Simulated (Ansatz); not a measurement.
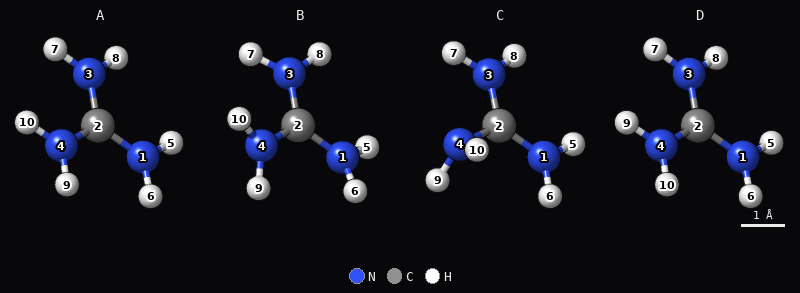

4 geometries from a converged minimum-energy path of CH6N3 (charge +1), shuffled. The picture is a ball-and-stick view, seen at a tilt.

The calculation used Ansatz, RKS PBE/def2-SVP. Set-up: 5 movable images; climbing image; force threshold 0.05 eV/Å; iteration limit 60; starting path through a guess of the saddle point.

Q: One of them is the converged climbing image. Which?

A: C. In order along the path, whose images run from 0 to 6: D (image 0, 0.0 kcal/mol), C (image 3, +13.2 kcal/mol), B (image 5, +0.6 kcal/mol), A (image 6, 0.0 kcal/mol). The motion is a rotation about the C2–N4 bond by about 180°. No bond forms or breaks between the ends. Among the angles between lasting bonds that change up to the highest image: C2–N4–H9 121.5° → 113.8°, H9–N4–H10 116.9° → 110.4°.
